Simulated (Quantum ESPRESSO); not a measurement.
## FeSb: non-collinear starts

Aim: see whether a non-collinear arrangement of the moments of FeSb lies under the collinear ones.

Program: Quantum ESPRESSO 7.5. Level of theory: LDA; plane waves with GBRV 1.5 LDA potentials, no spin-orbit coupling. Results are calculated unless marked as measured.

The database entry behind the starting cell differs from later determinations by our own check (0.1 to 0.3 % short, probably kX units), so it need not match the best structure at ambient conditions.

### 1. The structure

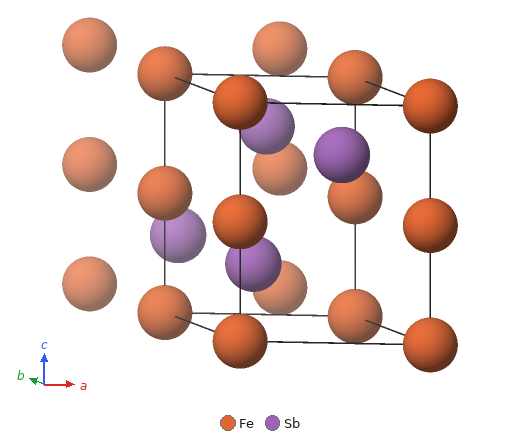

The cell as given, slightly off an axis (iron orange, antimony purple). 1×2×1 cells are drawn. Some periodic images of atoms are drawn too.

As a file:

```cif
data_structure
_symmetry_space_group_name_H-M 'P 1'
_symmetry_Int_Tables_number 1
_cell_length_a 4.0600
_cell_length_b 4.0600
_cell_length_c 5.1300
_cell_angle_alpha 90.000
_cell_angle_beta 90.000
_cell_angle_gamma 120.000
_cell_volume 73.23
loop_
_atom_site_label
_atom_site_type_symbol
_atom_site_fract_x
_atom_site_fract_y
_atom_site_fract_z
_atom_site_occupancy
Fe1 Fe 0.00000 0.00000 0.00000 1
Fe2 Fe 0.00000 0.00000 0.50000 1
Sb3 Sb 0.33333 0.66667 0.25000 1
Sb4 Sb 0.66667 0.33333 0.75000 1
```

The cell comes from the Crystallography Open Database.

### 2. Start 1: collinear parallel

pw.in reads:

```
&CONTROL
  calculation = 'scf'
  prefix = 'pwscf'
  outdir = './tmp'
  pseudo_dir = './pseudo'
  disk_io = 'nowf'
/
&SYSTEM
  ibrav = 0
  nat = 4
  ntyp = 2
  ecutwfc = 34
  ecutrho = 238
  nbnd = 82
  occupations = 'smearing'
  smearing = 'fd'
  degauss = 0.00734986
  noncolin = .true.
  starting_magnetization(1) = 0.175
  angle1(1) = 0
  angle2(1) = 0
  starting_magnetization(2) = 0
/
&ELECTRONS
  conv_thr = 4d-08
  electron_maxstep = 150
  mixing_beta = 0.3
/
ATOMIC_SPECIES
Fe     55.8450 fe_lda_v1.5.uspp.F.UPF
Sb    121.7600 sb_lda_v1.4.uspp.F.UPF
CELL_PARAMETERS bohr
   7.6722880660    0.0000000000    0.0000000000
  -3.8361440330    6.6443963704    0.0000000000
   0.0000000000    0.0000000000    9.6942950193
ATOMIC_POSITIONS crystal
Fe      0.0000000000    0.0000000000    0.0000000000
Fe      0.0000000000    0.0000000000    0.5000000000
Sb      0.3333333333    0.6666666667    0.2500000000
Sb      0.6666666667    0.3333333333    0.7500000000
K_POINTS automatic
5 5 4 0 0 0
```

Launch:

```
$ OMP_NUM_THREADS=1 mpirun -n 3 pw.x -nk 3 -in pw.in > pw.out
```

The program printed:

```text
Program PWSCF v.7.5 starts

     Message from routine setup:
     using ibrav=0 with symmetry is DISCOURAGED, use correct ibrav instead

     K-points division:     npool     =       3
     Subspace diagonalization in iterative solution of the eigenvalue problem:

     bravais-lattice index     =            0
     lattice parameter (alat)  =       7.6723  a.u.
     unit-cell volume          =     494.1931 (a.u.)^3
     number of atoms/cell      =            4
     number of atomic types    =            2
     number of electrons       =        62.00
     number of Kohn-Sham states=           82
     kinetic-energy cutoff     =      34.0000  Ry
     charge density cutoff     =     238.0000  Ry
     scf convergence threshold =      4.0E-08
     mixing beta               =       0.3000
     number of iterations used =            8  plain     mixing
     Exchange-correlation=  SLA  PZ   NOGX NOGC
                           (   1   1   0   0   0   0   0)
     Noncollinear calculation without spin-orbit

     celldm(1)=   7.672288  celldm(2)=   0.000000  celldm(3)=   0.000000
     celldm(4)=   0.000000  celldm(5)=   0.000000  celldm(6)=   0.000000

     crystal axes: (cart. coord. in units of alat)
               a(1) = (   1.000000   0.000000   0.000000 )
               a(2) = (  -0.500000   0.866025   0.000000 )
               a(3) = (   0.000000   0.000000   1.263547 )

     reciprocal axes: (cart. coord. in units 2 pi/alat)
               b(1) = (  1.000000  0.577350 -0.000000 )
               b(2) = (  0.000000  1.154701  0.000000 )
               b(3) = (  0.000000 -0.000000  0.791423 )

     PseudoPot. # 1 for Fe read from file:
     fe_lda_v1.5.uspp.F.UPF
     Pseudo is Ultrasoft + core correction, Zval = 16.0

     PseudoPot. # 2 for Sb read from file:
     sb_lda_v1.4.uspp.F.UPF
     Pseudo is Ultrasoft + core correction, Zval = 15.0

     atomic species   valence    mass     pseudopotential
     Fe               16.00    55.84500     Fe( 1.00)
     Sb               15.00   121.76000     Sb( 1.00)

     24 Sym. Ops., with inversion, found (12 have fractional translation)

   Cartesian axes

     site n.     atom                  positions (alat units)
         1        Fe     tau(   1) = (   0.0000000   0.0000000   0.0000000  )
         2        Fe     tau(   2) = (   0.0000000   0.0000000   0.6317734  )
         3        Sb     tau(   3) = (  -0.0000000   0.5773503   0.3158867  )
         4        Sb     tau(   4) = (   0.5000000   0.2886751   0.9476601  )

     number of k points=    15  Fermi-Dirac smearing, width (Ry)=  0.0073
                       cart. coord. in units 2pi/alat
        k(    1) = (   0.0000000   0.0000000   0.0000000), wk =   0.0100000
        k(    2) = (   0.0000000   0.0000000   0.1978558), wk =   0.0200000
        k(    3) = (   0.0000000   0.0000000  -0.3957115), wk =   0.0100000
        k(    4) = (   0.0000000   0.2309401   0.0000000), wk =   0.0600000
        k(    5) = (   0.0000000   0.2309401   0.1978558), wk =   0.1200000
        [... 10 further k-points ...]

     Dense  grid:    30605 G-vectors     FFT dimensions: (  40,  40,  48)

     Smooth grid:    13265 G-vectors     FFT dimensions: (  30,  30,  36)

     Check: negative core charge=   -0.000017
     Generating pointlists ...
     new r_m :   0.2606 (alat units)  1.9994 (a.u.) for type    1
     new r_m :   0.2715 (alat units)  2.0828 (a.u.) for type    2

     Initial potential from superposition of free atoms

     starting charge      58.0000, renormalised to      62.0000

 ==============================================================================
     atom number    1 relative position :    0.0000   0.0000   0.0000
     charge :    14.738342  (integrated on a sphere of radius 0.261)
     magnetization :          0.000000    0.000000    2.543408
     magnetization/charge:    0.000000    0.000000    0.172571
     polar coord.: r, theta, phi [deg] :     2.543408    0.000000  360.000000

 ==============================================================================

 ==============================================================================
     atom number    2 relative position :    0.0000   0.0000   0.6318
     charge :    14.738342  (integrated on a sphere of radius 0.261)
     magnetization :          0.000000    0.000000    2.543408
     magnetization/charge:    0.000000    0.000000    0.172571
     polar coord.: r, theta, phi [deg] :     2.543408    0.000000  360.000000

 ==============================================================================

 ==============================================================================
     atom number    3 relative position :   -0.0000   0.5774   0.3159
     charge :    12.885860  (integrated on a sphere of radius 0.271)
     magnetization :          0.000000    0.000000    0.028786
     magnetization/charge:    0.000000    0.000000    0.002234
     polar coord.: r, theta, phi [deg] :     0.028786    0.000000  360.000000

 ==============================================================================

 ==============================================================================
     atom number    4 relative position :    0.5000   0.2887   0.9477
     charge :    12.885860  (integrated on a sphere of radius 0.271)
     magnetization :          0.000000    0.000000    0.028786
     magnetization/charge:    0.000000    0.000000    0.002234
     polar coord.: r, theta, phi [deg] :     0.028786    0.000000  360.000000

 ==============================================================================
     Starting wfcs are   88 randomized atomic wfcs

     Self-consistent Calculation

     iteration #  1     ecut=    34.00 Ry     beta= 0.30
     Davidson diagonalization with overlap
     ethr =  1.00E-02,  avg # of iterations =  5.0

     total energy              =    -868.07885441 Ry
     estimated scf accuracy    <       8.19493018 Ry

     total magnetization       =     0.00     0.00     3.34 Bohr mag/cell
     absolute magnetization    =     3.85 Bohr mag/cell

     iteration #  2     ecut=    34.00 Ry     beta= 0.30
     Davidson diagonalization with overlap
     ethr =  1.00E-02,  avg # of iterations =  3.1

     total energy              =    -868.50865223 Ry
     estimated scf accuracy    <      10.43662300 Ry

     total magnetization       =     0.00    -0.00     0.77 Bohr mag/cell
     absolute magnetization    =     1.35 Bohr mag/cell

     [... further iterations left out ...]

     iteration # 12     ecut=    34.00 Ry     beta= 0.30
     Davidson diagonalization with overlap
     ethr =  1.34E-09,  avg # of iterations =  2.0

     total energy              =    -869.74003908 Ry
     estimated scf accuracy    <       0.00000008 Ry

     total magnetization       =    -0.00    -0.00     2.89 Bohr mag/cell
     absolute magnetization    =     3.40 Bohr mag/cell

     iteration # 13     ecut=    34.00 Ry     beta= 0.30
     Davidson diagonalization with overlap
     ethr =  1.27E-10,  avg # of iterations =  2.9

 ==============================================================================
     atom number    1 relative position :    0.0000   0.0000   0.0000
     charge :    14.647592  (integrated on a sphere of radius 0.261)
     magnetization :         -0.000000    0.000000    1.538466
     magnetization/charge:   -0.000000    0.000000    0.105032
     polar coord.: r, theta, phi [deg] :     1.538466    0.000000  360.000000

 ==============================================================================

 ==============================================================================
     atom number    2 relative position :    0.0000   0.0000   0.6318
     charge :    14.647592  (integrated on a sphere of radius 0.261)
     magnetization :          0.000000   -0.000000    1.538466
     magnetization/charge:    0.000000   -0.000000    0.105032
     polar coord.: r, theta, phi [deg] :     1.538466    0.000000  360.000000

 ==============================================================================

 ==============================================================================
     atom number    3 relative position :   -0.0000   0.5774   0.3159
     charge :    12.169004  (integrated on a sphere of radius 0.271)
     magnetization :         -0.000000   -0.000000   -0.058757
     magnetization/charge:   -0.000000   -0.000000   -0.004828
     polar coord.: r, theta, phi [deg] :     0.058757  180.000000  360.000000

 ==============================================================================

 ==============================================================================
     atom number    4 relative position :    0.5000   0.2887   0.9477
     charge :    12.169004  (integrated on a sphere of radius 0.271)
     magnetization :          0.000000   -0.000000   -0.058757
     magnetization/charge:    0.000000   -0.000000   -0.004828
     polar coord.: r, theta, phi [deg] :     0.058757  180.000000  360.000000

 ==============================================================================

     End of self-consistent calculation

     [... lines left out ...]
     the Fermi energy is    13.9384 ev

!    total energy              =    -869.74003921 Ry
     estimated scf accuracy    <       0.00000003 Ry
     smearing contrib. (-TS)   =      -0.01077523 Ry
     internal energy E=F+TS    =    -869.72926398 Ry

     The total energy is F=E-TS. E is the sum of the following terms:
     one-electron contribution =    -441.17395905 Ry
     hartree contribution      =     256.15468480 Ry
     xc contribution           =    -144.56995424 Ry
     ewald contribution        =    -540.14003550 Ry

     total magnetization       =     0.00     0.00     2.89 Bohr mag/cell
     absolute magnetization    =     3.40 Bohr mag/cell

     convergence has been achieved in  13 iterations

=------------------------------------------------------------------------------=
   JOB DONE.
=------------------------------------------------------------------------------=
```

Wall time 50 s (3 MPI ranks of Intel Xeon at 2.80GHz (Skylake/Cascade Lake), shared host); peak memory 0.42 GiB.

Spin moment in the atom's sphere by atom:

| atom | x (μB) | y (μB) | z (μB) | size |
| --- | --- | --- | --- | --- |
| Fe1 | 0.00 | 0.00 | 1.54 | 1.54 |
| Fe2 | 0.00 | 0.00 | 1.54 | 1.54 |
| Sb3 | 0.00 | 0.00 | -0.06 | 0.06 |
| Sb4 | 0.00 | 0.00 | -0.06 | 0.06 |

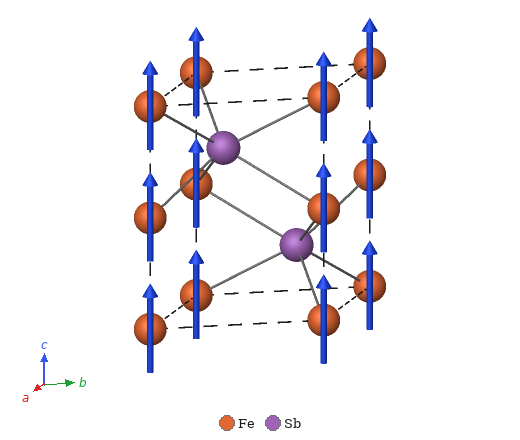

Spin moment in the atom's sphere as arrows, the longest 1.54 μB. Bonds to atoms that aren't drawn are left out. Some periodic images of atoms are drawn too.

This step gave:

```
smearing term TS : 0.1466 eV
net moment       : 0, 0, 2.893 μB
integrated |m|   : 3.402 μB
final state      : ferromagnetic
```

### 3. Start 2: random 1

Edit pw.in of step 2 so:

```diff
@@ -10,3 +10,3 @@
   nat = 4
-  ntyp = 2
+  ntyp = 3
   ecutwfc = 34
@@ -19,5 +19,9 @@
   starting_magnetization(1) = 0.175
-  angle1(1) = 0
-  angle2(1) = 0
-  starting_magnetization(2) = 0
+  angle1(1) = 60.851
+  angle2(1) = -64.785
+  starting_magnetization(2) = 0.175
+  angle1(2) = 45.883
+  angle2(2) = 38.211
+  starting_magnetization(3) = 0
+  nosym = .true.
 /
@@ -29,3 +33,4 @@
 ATOMIC_SPECIES
-Fe     55.8450 fe_lda_v1.5.uspp.F.UPF
+Fe1    55.8450 fe_lda_v1.5.uspp.F.UPF
+Fe2    55.8450 fe_lda_v1.5.uspp.F.UPF
 Sb    121.7600 sb_lda_v1.4.uspp.F.UPF
@@ -36,4 +41,4 @@
 ATOMIC_POSITIONS crystal
-Fe      0.0000000000    0.0000000000    0.0000000000
-Fe      0.0000000000    0.0000000000    0.5000000000
+Fe1     0.0000000000    0.0000000000    0.0000000000
+Fe2     0.0000000000    0.0000000000    0.5000000000
 Sb      0.3333333333    0.6666666667    0.2500000000
```

The program printed:

```text
     [... lines left out ...]
Program PWSCF v.7.5 starts
     [... lines left out ...]
     number of atoms/cell      =            4
     [... lines left out ...]
     number of electrons       =        62.00
     number of Kohn-Sham states=           82
     kinetic-energy cutoff     =      34.0000  Ry
     charge density cutoff     =     238.0000  Ry
     scf convergence threshold =      4.0E-08
     [... lines left out ...]
     Noncollinear calculation without spin-orbit
     [... lines left out ...]
     No symmetry found
     [... lines left out ...]
     number of k points=   100  Fermi-Dirac smearing, width (Ry)=  0.0073
     [... lines left out ...]
     iteration # 18     ecut=    34.00 Ry     beta= 0.30
     [... lines left out ...]
     atom number    1 relative position :    0.0000   0.0000   0.0000
     [... lines left out ...]
     magnetization :          0.929961   -0.346277    1.175631
     [... lines left out ...]
     atom number    2 relative position :    0.0000   0.0000   0.6318
     [... lines left out ...]
     magnetization :          0.930236   -0.345289    1.175949
     [... lines left out ...]
     atom number    3 relative position :   -0.0000   0.5774   0.3159
     [... lines left out ...]
     magnetization :         -0.035525    0.013206   -0.044909
     [... lines left out ...]
     atom number    4 relative position :    0.5000   0.2887   0.9477
     [... lines left out ...]
     magnetization :         -0.035525    0.013206   -0.044909
     [... lines left out ...]
     the Fermi energy is    13.9386 ev
!    total energy              =    -869.74003920 Ry
     estimated scf accuracy    <       0.00000004 Ry
     smearing contrib. (-TS)   =      -0.01077567 Ry
     [... lines left out ...]
     total magnetization       =     1.75    -0.65     2.21 Bohr mag/cell
     absolute magnetization    =     3.40 Bohr mag/cell
     convergence has been achieved in  18 iterations
```

It took 6.9 min on 3 MPI ranks; peak memory 0.77 GiB; 20 min of CPU time.

Spin moment in the atom's sphere by atom:

| atom | x (μB) | y (μB) | z (μB) | size |
| --- | --- | --- | --- | --- |
| Fe1 | 0.93 | -0.35 | 1.18 | 1.54 |
| Fe2 | 0.93 | -0.35 | 1.18 | 1.54 |
| Sb3 | -0.04 | 0.01 | -0.04 | 0.06 |
| Sb4 | -0.04 | 0.01 | -0.04 | 0.06 |

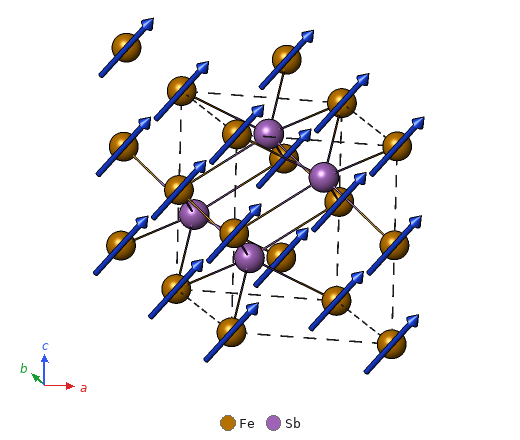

Spin moment in the atom's sphere as arrows, the longest 1.54 μB. Bonds to atoms that aren't drawn are left out. 1×2×1 cells are drawn. Some periodic images of atoms are drawn too.

Numbers from this step:

| Item | Value |
| --- | --- |
| smearing term TS | 0.1466 eV |
| net moment | 1.749, -0.65, 2.211 μB |
| integrated \|m\| | 3.402 μB |
| final state | ferromagnetic |

### 4. Start 3: collinear alternating

Edit pw.in of step 3 so:

```diff
@@ -19,9 +19,8 @@
   starting_magnetization(1) = 0.175
-  angle1(1) = 60.851
-  angle2(1) = -64.785
+  angle1(1) = 0
+  angle2(1) = 0
   starting_magnetization(2) = 0.175
-  angle1(2) = 45.883
-  angle2(2) = 38.211
+  angle1(2) = 180
+  angle2(2) = 0
   starting_magnetization(3) = 0
-  nosym = .true.
 /
```

The program printed:

```text
     [... lines left out ...]
Program PWSCF v.7.5 starts
     [... lines left out ...]
     number of atoms/cell      =            4
     [... lines left out ...]
     number of electrons       =        62.00
     number of Kohn-Sham states=           82
     kinetic-energy cutoff     =      34.0000  Ry
     charge density cutoff     =     238.0000  Ry
     scf convergence threshold =      4.0E-08
     [... lines left out ...]
     Noncollinear calculation without spin-orbit
     [... lines left out ...]
     12 Sym. Ops., with inversion, found
     [... lines left out ...]
     number of k points=    17  Fermi-Dirac smearing, width (Ry)=  0.0073
     [... lines left out ...]
     iteration # 34     ecut=    34.00 Ry     beta= 0.30
     [... lines left out ...]
     atom number    1 relative position :    0.0000   0.0000   0.0000
     [... lines left out ...]
     magnetization :         -0.000000    0.000000    0.372719
     [... lines left out ...]
     atom number    2 relative position :    0.0000   0.0000   0.6318
     [... lines left out ...]
     magnetization :         -0.000000    0.000000   -0.372875
     [... lines left out ...]
     atom number    3 relative position :   -0.0000   0.5774   0.3159
     [... lines left out ...]
     magnetization :          0.000000   -0.000000    0.000001
     [... lines left out ...]
     atom number    4 relative position :    0.5000   0.2887   0.9477
     [... lines left out ...]
     magnetization :          0.000000   -0.000000    0.000001
     [... lines left out ...]
     the Fermi energy is    13.8044 ev
!    total energy              =    -869.72273915 Ry
     estimated scf accuracy    <       0.00000001 Ry
     smearing contrib. (-TS)   =      -0.01594589 Ry
     [... lines left out ...]
     total magnetization       =    -0.00    -0.00    -0.00 Bohr mag/cell
     absolute magnetization    =     0.82 Bohr mag/cell
     convergence has been achieved in  34 iterations
```

It took 2.5 min on 3 MPI ranks; peak memory 0.44 GiB; 7.2 min of CPU time.

Spin moment in the atom's sphere by atom:

| atom | x (μB) | y (μB) | z (μB) | size |
| --- | --- | --- | --- | --- |
| Fe1 | 0.000 | 0.000 | 0.373 | 0.373 |
| Fe2 | 0.000 | 0.000 | -0.373 | 0.373 |
| Sb3 | 0.000 | 0.000 | 0.000 | 0.000 |
| Sb4 | 0.000 | 0.000 | 0.000 | 0.000 |

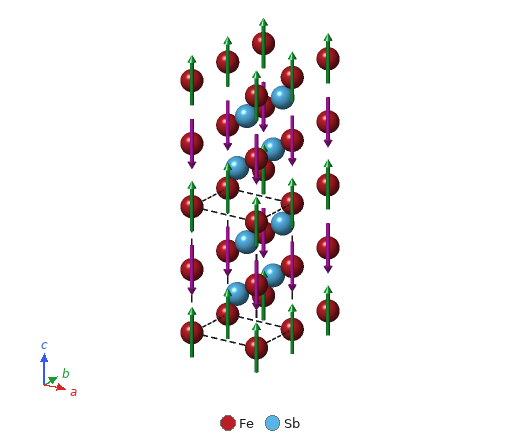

Spin moment in the atom's sphere as arrows, the longest 0.373 μB. The two directions have two colours. 1×2×2 cells are drawn. Some periodic images of atoms are drawn too.

Read from the output:

```yaml
smearing_term_ts: 0.2170 eV
net_moment: 0, 0, 0 μB
integrated_m: 0.817 μB
final_state: antiferromagnetic
```

(Continued in part 2 of 2.)

[Logs and program files are shortened in this print: banners, set-up blocks, solver, clock and traceback lines can be left out without a mark of their own.]

[Logs are printed without paths, hosts, clocks, repeated set-up lines and the standing remarks that a program may print on its own settings, such as how far it seeks lower states.]

[Hosts, paths, dates, database ids (printed as entryN), source tags and the programs' standing remarks are cut or masked in the printed files.]

[Where a cell is said to come from a database of computed structures, the database is the Materials Project.]
